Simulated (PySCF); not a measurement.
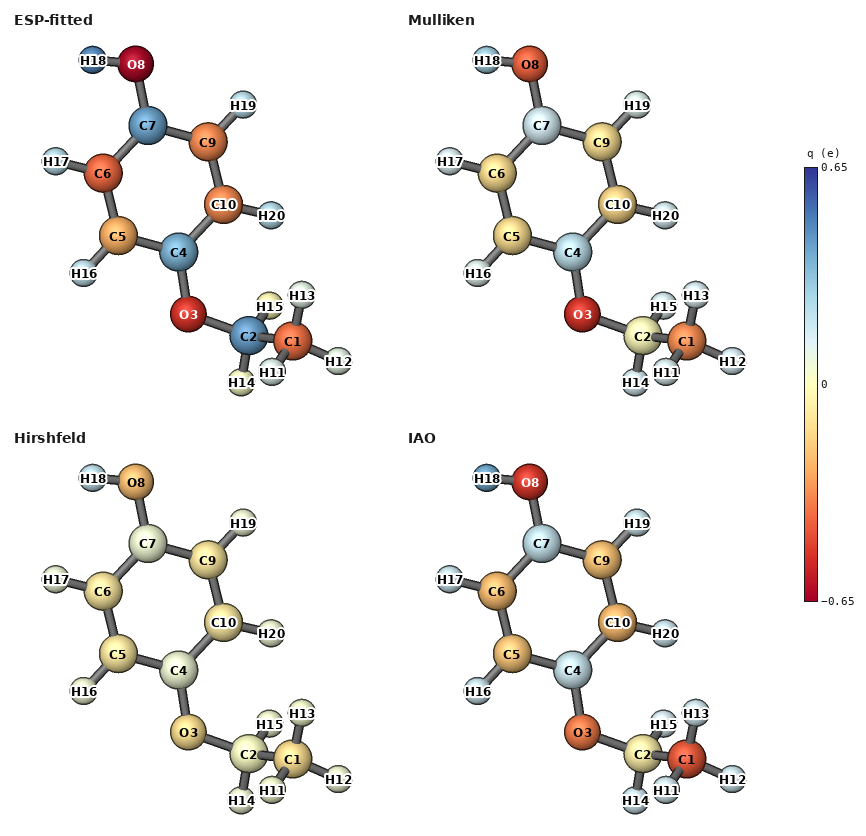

Atomic charges of one calculation by 4 schemes, on one colour scale. The geometry was computed by an optimisation with PBE0-D3(BJ)/def2-SVP. No frequency run is at hand to confirm it as a minimum. Computed with PBE0/pcSseg-1 in acetonitrile (IEF-PCM) (PySCF 2.14.0).

Which scheme gives the most polar picture (largest mean size of the charges)?

Answer. The ESP-fitted charges are the largest in size here, and the Hirshfeld charges the smallest.

On which atom do the schemes disagree most?

Answer. On C2 (from −0.05 to 0.42 e).

List the charges (e), one line for each set of equivalent atoms.

| atom | ESP-fitted | Mulliken | Hirshfeld | IAO |
| --- | --- | --- | --- | --- |
| C1 | −0.38 | −0.32 | −0.12 | −0.43 |
| C2 | 0.42 | −0.01 | 0.01 | −0.05 |
| O3 | −0.51 | −0.51 | −0.12 | −0.35 |
| C4 | 0.37 | 0.21 | 0.05 | 0.17 |
| C5 | −0.25 | −0.13 | −0.08 | −0.19 |
| C6 | −0.39 | −0.12 | −0.08 | −0.21 |
| C7 | 0.41 | 0.15 | 0.05 | 0.19 |
| O8 | −0.62 | −0.41 | −0.20 | −0.50 |
| C9 | −0.33 | −0.12 | −0.08 | −0.19 |
| C10 | −0.33 | −0.14 | −0.08 | −0.21 |
| H11 | 0.11 | 0.13 | 0.04 | 0.15 |
| H12 | 0.09 | 0.13 | 0.05 | 0.15 |
| H13 | 0.10 | 0.13 | 0.04 | 0.14 |
| H14 | 0.02 | 0.14 | 0.05 | 0.16 |
| H15 | −0.03 | 0.13 | 0.04 | 0.13 |
| H16 | 0.19 | 0.11 | 0.05 | 0.17 |
| H17 | 0.22 | 0.13 | 0.06 | 0.16 |
| H18 | 0.46 | 0.27 | 0.20 | 0.39 |
| H19 | 0.21 | 0.11 | 0.05 | 0.17 |
| H20 | 0.23 | 0.13 | 0.06 | 0.16 |
